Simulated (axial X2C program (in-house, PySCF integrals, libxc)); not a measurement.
# RbSi: bond curves with and without spin–orbit coupling

What are the state, bond length, wavenumber and bond energy of RbSi, and what does spin–orbit coupling change?

Computed with an in-house X2C program for linear molecules on PySCF integrals. Level: all-electron X2C, Rb dyall-cv3z, Si dyall-v3z.

All values are calculated.

**1. Set-up**

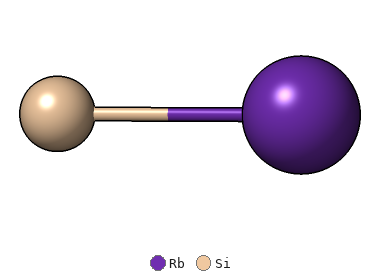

The two atoms at 3.260 Å (rubidium purple, silicon light orange).

File task.json:

```json
{"zs": [37, 14], "q": 0, "bas": ["dyall-cv3z", "dyall-v3z"], "levels": ["PBE0", "HF", "B3LYP", "BLYP", "PBE50"], "cc": true, "r0": 3.26, "thr": -2.0, "nmax": 140}
```

Keys: zs atomic numbers; q charge; bas basis sets; levels methods (HF also brings MP2); cc coupled cluster on or off; r0 starting distance in Å; thr threshold in hartree for freezing inner shells (an s shell follows its p shell); nmax most natural virtual spinors.

Launch:

```bash
$ python so2c.py task.json out
```

Spin-free means the one-electron spin-free X2C Hamiltonian; two-component (2c) means X2C with spin–orbit coupling and atomic mean-field two-electron Coulomb and Gaunt terms. Basis: Rb dyall-cv3z contracted to [12s13p8d4f1g], Si dyall-v3z contracted to [8s7p2d1f]; Gaussian nuclei, density fitting. Masses: Rb 84.912 u, Si 27.977 u.

Notation: σ, π±, δ± give the projection m of an orbital's angular momentum (0, ±1, ±2), α and β its spin, Λ and M_S the sums; ω is the projection of a spinor's total angular momentum and Ω the sum. Logs are in hartree.

The results follow Hamiltonian by Hamiltonian and level by level.

**2. State search with PBE0**

PBE0 moves the distance from 3.260 Å to 3.153 Å and compares determinants there.

Spin-free determinants:

| ΔE (eV) | state | open shells |
| --- | --- | --- |
| 0.00 | M_S = 3/2, Λ = 0 | beyond closed shells: σα, π+α, π-α |
| 0.45 | M_S = 1/2, Λ = 0 | beyond closed shells: σβ, π+α, π-α |
| 0.99 | M_S = 1/2, Λ = 1 | beyond closed shells: π+α |
| 0.99 | M_S = 1/2, Λ = 0 | beyond closed shells: σα, π+β, π-α |
| 0.99 | M_S = 1/2, Λ = 2 | beyond closed shells: σα, π+α, π+β |
| 1.66 | M_S = 1/2, Λ = 1 | beyond closed shells: π+α, π+β, π-α |
| 2.08 | M_S = 3/2, Λ = 1 | beyond closed shells: 2 × σα, π+α |

Two-component determinants:

```csv
ΔE (eV),state,open shells
0.00,Ω = 3/2,excess of +ω over −ω: ω = 3/2
0.45,Ω = 1/2,"excess of +ω over −ω: 2 × ω = -1/2, ω = 3/2"
0.98,Ω = 1/2,excess of +ω over −ω: ω = 1/2
0.99,Ω = 5/2,"excess of +ω over −ω: 2 × ω = 1/2, ω = 3/2"
1.01,Ω = 1/2,excess of +ω over −ω: ω = 1/2
3.28,Ω = 7/2,"excess of +ω over −ω: ω = 1/2, 2 × ω = 3/2"
3.44,Ω = 5/2,"excess of +ω over −ω: ω = -1/2, 2 × ω = 3/2"
```

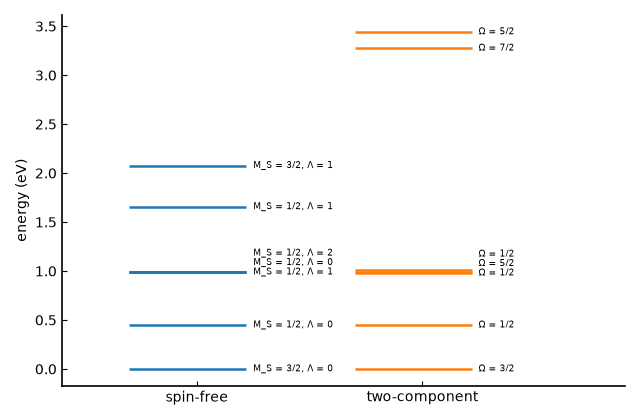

The determinants found, each set from its own lowest.

**3. PBE0, spin-free**

State followed: M_S = 3/2, Λ = 0 (beyond closed shells: σα, π+α, π-α). The scan is laid around 3.153 Å, a first estimate of the minimum, and this SCF restarts from the orbitals of the search.

Output at 3.153 Å:

```text
spin-free X2C-1e  PBE0
basis functions 174  fitting functions 973  grid points 5084
iter        total energy     max residual
   1      -3270.652802648     8.62e-05
   2      -3270.652802697     5.62e-05
   3      -3270.652802722     1.70e-05
   4      -3270.652802725     7.58e-06
converged
one-electron -4708.51474639  Coulomb 1473.09834883  exact exchange -30.03969277  xc functional -92.13416729  nuclear repulsion 86.93745489
```

Along the bond, energies from the lowest point:

```tsv
R (Å)	E (eV)	μ (D)	HOMO (eV)	LUMO (eV)	iterations
2.743	0.2932	-8.28	-4.03	-1.24	12
2.869	0.1230	-8.78	-4.04	-1.31	9
2.964	0.0493	-9.13	-3.96	-1.35	9
3.058	0.0109	-9.48	-3.89	-1.40	9
3.153	0.0000	-9.82	-3.82	-1.46	4
3.263	0.0138	-10.20	-3.75	-1.51	9
3.374	0.0483	-10.57	-3.69	-1.57	9
3.516	0.1140	-11.01	-3.62	-1.65	9
3.689	0.2138	-11.50	-3.56	-1.74	9
3.941	0.3757	-12.07	-3.49	-1.85	10
4.288	0.5969	-12.55	-3.47	-1.99	10
4.729	0.8416	-12.64	-3.53	-2.13	10
```

Dipoles are positive if Si is the positive end.

Outer orbitals at the reference distance:

```csv
symmetry,occupied,ε (eV),atomic character
σα,yes,-35.18,99% Rb s
σβ,yes,-35.11,99% Rb s
π+α,yes,-18.11,100% Rb p
π-α,yes,-18.11,100% Rb p
σα,yes,-18.10,98% Rb p
π+β,yes,-18.05,100% Rb p
π-β,yes,-18.05,100% Rb p
σβ,yes,-17.96,99% Rb p
σα,yes,-10.91,"81% Si s, 8% Rb p, 6% Rb d"
σβ,yes,-8.25,"81% Si s, 8% Rb p, 6% Rb d"
σα,yes,-4.07,"78% Si p, 14% Rb s, 4% Rb d"
π+α,yes,-3.82,"87% Si p, 8% Rb d, 5% Rb p"
π-α,yes,-3.82,"87% Si p, 8% Rb d, 5% Rb p"
σα,no,-1.46,"68% Rb s, 23% Rb p, 7% Si p"
σβ,no,-1.41,"69% Rb s, 17% Si p, 12% Rb p"
π-β,no,-0.40,"61% Si p, 30% Rb p, 9% Rb d"
π+β,no,-0.40,"61% Si p, 30% Rb p, 9% Rb d"
```

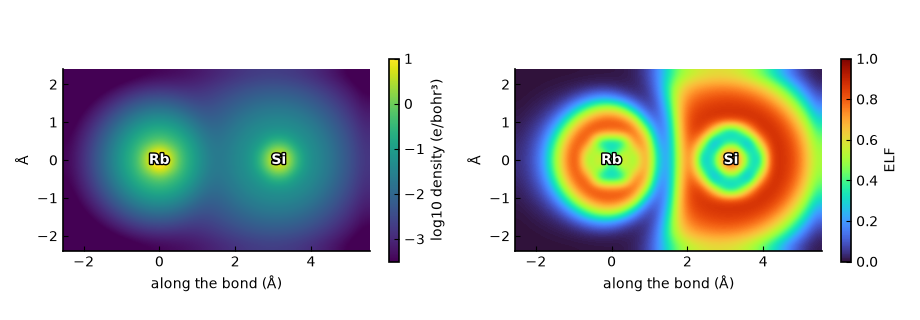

PBE0 fields in a plane through the axis, from a grid of 0.3 Å; Rb lies at z = 0 and Si at z = 3.153 Å; the ELF is damped to zero where the density is low.

Re = 3.150 Å, ωe = 175.2 cm⁻¹, ωexe = 0.682 cm⁻¹, Be = 0.08073 cm⁻¹, De = 1.64 eV, μ = -9.81 D.

**4. HF, spin-free**

Output at 3.153 Å:

```text
spin-free X2C-1e  HF
basis functions 174  fitting functions 973  grid points 5084
iter        total energy     max residual
   1      -3268.637713736     2.50e-01
   2      -3268.655813816     5.61e-03
   3      -3268.656415933     4.97e-03
   4      -3268.656555933     2.51e-03
   5      -3268.656590442     5.69e-04
   6      -3268.656598233     4.59e-04
   7      -3268.656599534     1.23e-04
   8      -3268.656599821     4.99e-05
   9      -3268.656599968     6.94e-05
  10      -3268.656600018     3.34e-05
  11      -3268.656600027     4.85e-06
  12      -3268.656600028     2.06e-06
converged
one-electron -4708.17149419  Coulomb 1472.81716096  exact exchange -120.23972169  xc functional 0.00000000  nuclear repulsion 86.93745489
```

Re = 3.276 Å, ωe = 167.8 cm⁻¹, ωexe = 0.584 cm⁻¹, Be = 0.07465 cm⁻¹, De = 1.14 eV, μ = -11.69 D.

**5. B3LYP, spin-free**

The SCF at the reference distance of 3.153 Å:

```text
spin-free X2C-1e  B3LYP
basis functions 174  fitting functions 973  grid points 5084
iter        total energy     max residual
   1      -3271.135266731     5.19e-02
   2      -3271.137277896     1.79e-03
   3      -3271.137321345     1.25e-03
   4      -3271.137338950     6.18e-04
   5      -3271.137340995     2.25e-04
   6      -3271.137341196     6.38e-05
   7      -3271.137341215     2.02e-05
   8      -3271.137341217     1.05e-05
converged
one-electron -4708.50512558  Coulomb 1473.07730855  exact exchange -24.02718935  xc functional -98.61978972  nuclear repulsion 86.93745489
```

Re = 3.190 Å, ωe = 165.7 cm⁻¹, ωexe = 0.729 cm⁻¹, Be = 0.0787 cm⁻¹, De = 1.36 eV, μ = -9.38 D.

**6. BLYP, spin-free**

Output at 3.153 Å:

```text
spin-free X2C-1e  BLYP
basis functions 174  fitting functions 973  grid points 5084
iter        total energy     max residual
   1      -3271.166343697     1.29e-01
   2      -3271.173337759     2.99e-03
   3      -3271.173514260     6.17e-03
   4      -3271.173678929     1.32e-03
   5      -3271.173688118     9.01e-04
   6      -3271.173691923     2.97e-04
   7      -3271.173692298     1.25e-04
   8      -3271.173692416     5.95e-05
   9      -3271.173692436     2.87e-05
  10      -3271.173692439     6.47e-06
converged
one-electron -4708.25194740  Coulomb 1472.80221376  exact exchange 0.00000000  xc functional -122.66141368  nuclear repulsion 86.93745489
```

Re = 3.217 Å, ωe = 156.2 cm⁻¹, ωexe = 0.763 cm⁻¹, Be = 0.07742 cm⁻¹, De = 1.32 eV, μ = -8.52 D.

**7. PBE50, spin-free**

The SCF at the reference distance of 3.153 Å:

```text
spin-free X2C-1e  PBE50
basis functions 174  fitting functions 973  grid points 5084
iter        total energy     max residual
   1      -3270.747701932     8.91e-02
   2      -3270.750373826     2.62e-03
   3      -3270.750451411     3.26e-03
   4      -3270.750472336     6.91e-04
   5      -3270.750474470     1.80e-04
   6      -3270.750474736     8.17e-05
   7      -3270.750474757     5.97e-06
   8      -3270.750474758     2.84e-06
converged
one-electron -4708.76263506  Coulomb 1473.38457072  exact exchange -60.10417141  xc functional -62.20569390  nuclear repulsion 86.93745489
```

Re = 3.146 Å, ωe = 180.2 cm⁻¹, ωexe = 0.654 cm⁻¹, Be = 0.08093 cm⁻¹, De = 1.66 eV, μ = -10.46 D.

**8. MP2 and beyond, spin-free**

Correlated methods: 13 electrons correlated (frozen shells, counted by type: Rb 3 s, 2 p, 1 d; Si 2 s, 1 p), 233 virtual spinors in MP2, 131 natural virtuals in coupled cluster.

Output of the correlated part at 3.153 Å:

```text
correlated 13  virtual 233  natural virtual 131  E(MP2) -0.268276012  MP2 remainder -0.002143430
iter   CCSD correlation   residual
   1     -0.289631117   1.05e-01
   2     -0.295977258   3.12e-02
   3     -0.296189255   8.93e-03
   4     -0.296218555   4.16e-03
   5     -0.296226255   1.81e-03
   6     -0.296230624   6.53e-04
   7     -0.296235549   2.13e-04
   8     -0.296235978   5.32e-05
   9     -0.296235602   1.88e-05
  10     -0.296235658   7.24e-06
  11     -0.296235661   2.58e-06
(T) -0.010666661  T1 0.0137  D1 0.0396  max T2 0.072
```

T1 in the output is the amplitude norm over the root of the electron number; divide by √2 for the Lee–Taylor value.

MP2: Re = 3.165 Å, ωe = 180.6 cm⁻¹, Be = 0.07997 cm⁻¹, De = 1.56 eV.

CCSD: Re = 3.187 Å, ωe = 177.9 cm⁻¹, ωexe = 0.616 cm⁻¹, Be = 0.07889 cm⁻¹, De = 1.47 eV. T1 at Re = 0.010 (Lee–Taylor, the printed value over √2).

CCSD(T): Re = 3.177 Å, ωe = 179.0 cm⁻¹, ωexe = 0.617 cm⁻¹, Be = 0.07936 cm⁻¹, De = 1.52 eV. T1 at Re = 0.010 (Lee–Taylor, the printed value over √2).

**9. A higher determinant, spin-free**

State: M_S = 1/2, Λ = 0 (beyond closed shells: σβ, π+α, π-α).

Output at the reference distance:

```text
spin-free X2C-1e  PBE0
basis functions 174  fitting functions 973  grid points 5084
iter        total energy     max residual
   1      -3270.636326724     8.85e-05
   2      -3270.636326754     6.83e-05
   3      -3270.636326788     8.36e-06
   4      -3270.636326790     2.84e-06
converged
one-electron -4708.38385353  Coulomb 1472.96535741  exact exchange -30.03356634  xc functional -92.12171922  nuclear repulsion 86.93745489
```

```tsv
R (Å)	E above the lowest PBE0 point (eV)
2.743	0.761
2.869	0.588
2.964	0.510
3.058	0.466
3.153	0.448
3.263	0.452
3.374	0.476
3.516	0.527
3.689	0.607
```

Re = 3.188 Å, ωe = 161.5 cm⁻¹, ωexe = 0.739 cm⁻¹, Be = 0.07884 cm⁻¹, μ = -9.52 D. ⟨S²⟩ = 1.77 against 0.75 for a pure state, so this determinant mixes spins. Te = 0.45 eV.

State: M_S = 1/2, Λ = 1 (beyond closed shells: π+α).

Output at the reference distance:

```text
spin-free X2C-1e  PBE0
basis functions 174  fitting functions 973  grid points 5084
iter        total energy     max residual
   1      -3270.616450044     5.82e-05
   2      -3270.616450115     5.29e-05
   3      -3270.616450154     9.66e-06
   4      -3270.616450157     5.36e-06
converged
one-electron -4708.93293577  Coulomb 1473.50350287  exact exchange -30.02212916  xc functional -92.10234298  nuclear repulsion 86.93745489
```

```tsv
R (Å)	E above the lowest PBE0 point (eV)
2.743	1.688
2.869	1.363
2.964	1.192
3.058	1.071
3.153	0.989
3.263	0.934
3.374	0.911
3.516	0.916
3.689	0.960
```

Re = 3.419 Å, ωe = 151.7 cm⁻¹, ωexe = 0.669 cm⁻¹, Be = 0.06855 cm⁻¹, μ = -7.91 D. Te = 0.91 eV.

**10. The spin-free curves together**

Energy (eV) of the followed determinant, spin-free, from each level's lowest point:

```tsv
R (Å)	PBE0	HF	MP2	CCSD	CCSD(T)	B3LYP	BLYP	PBE50
2.743	0.293	0.515	0.337	n/a	n/a	0.331	0.341	0.302
2.869	0.123	0.264	0.146	0.165	0.156	0.149	0.160	0.126
2.964	0.049	0.142	0.061	0.073	0.068	0.067	0.076	0.050
3.058	0.011	0.063	0.016	0.021	0.019	0.020	0.026	0.010
3.153	0.000	0.018	0.000	0.000	0.000	0.000	0.002	0.000
3.263	0.014	0.000	0.011	0.005	0.008	0.004	0.000	0.015
3.374	0.048	0.009	0.045	0.035	0.039	0.028	0.018	0.053
3.516	0.114	0.051	0.114	0.098	0.105	0.081	0.061	0.123
3.689	0.214	0.131	0.221	n/a	n/a	0.165	0.133	0.231
3.941	0.376	0.280	0.399	n/a	n/a	0.304	0.253	0.406
4.288	0.597	0.506	0.654	n/a	n/a	0.491	0.416	0.651
4.729	0.842	0.784	0.955	n/a	n/a	0.695	0.594	0.929
```

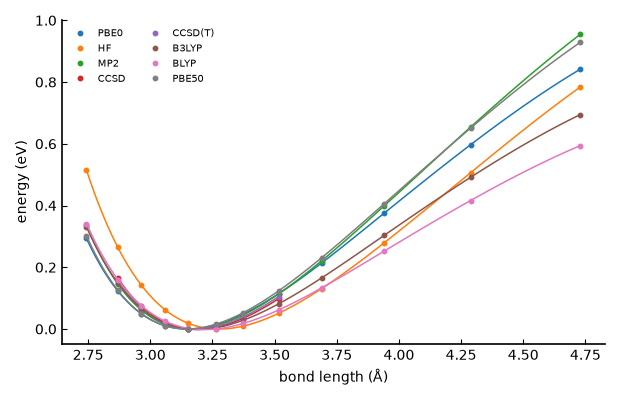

Curves of the followed state, spin-free, each from its own lowest point.

[end of part 1 of 2]
